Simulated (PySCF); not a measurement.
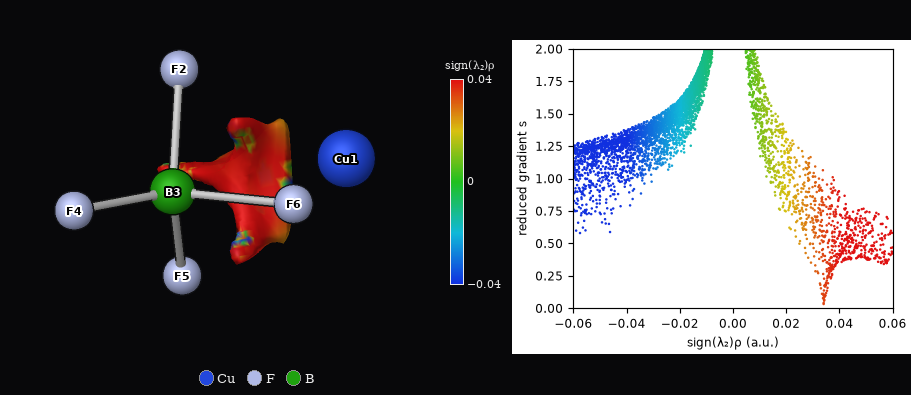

Figure 1: BCuF4, SMILES `[Cu+].F[B-](F)(F)F`. Non-covalent interaction surfaces between the fragments (reduced density gradient s = 0.5, coloured by sign(λ₂)ρ in a.u.; trimmed to the region between the fragments where ρ is under 0.06 a.u.). Fragment A: Cu(+1) (atom 1); fragment B: BF4(−1). The plot gives s against sign(λ₂)ρ for grid points between the fragments.

PySCF calculation, HF/def2-SVP, gas phase; geometry: GFN2-xTB. GFN2-xTB bond lengths at metals and heavier atoms can be off by up to 0.1 Å and shapes distorted, which carries into these values. The basis has no diffuse functions, which an anion needs.

Geometry (Å), atoms numbered from 1:

```
Cu1     -1.2926    0.0008   -0.0000
F2       0.4155   -0.2906    1.2538
B3       1.0284   -0.0020   -0.0000
F4       2.3465    0.0014    0.0000
F5       0.4149   -0.9419   -0.8778
F6       0.4169    1.2298   -0.3760
```

> Interpret the surfaces between the fragments.

Bond critical points between the fragments: Cu1···F6, 2.14 Å, ρ = 0.046 a.u.; Cu1···F2, 2.14 Å, ρ = 0.045 a.u.; Cu1···F5, 2.14 Å, ρ = 0.045 a.u. The strongest appears blue (attractive, sign(λ₂)ρ well below zero). Several contacts close a ring, whose ring point adds a part with positive λ₂ between them. The pose is a local one from a semi-empirical search, not shown to be the most stable. With a charged fragment, long-range electrostatics, which these surfaces don't show, weighs heavily in the interaction energy.

> How strongly are they bound?

The counterpoise-corrected interaction energy of the frozen fragments is −132.3 kcal/mol without dispersion correction and −143.6 kcal/mol with D3(BJ). D3 uses neutral-atom coefficients and tends to overbind metal cations. The pair geometry is semi-empirical, not a minimum at this level.
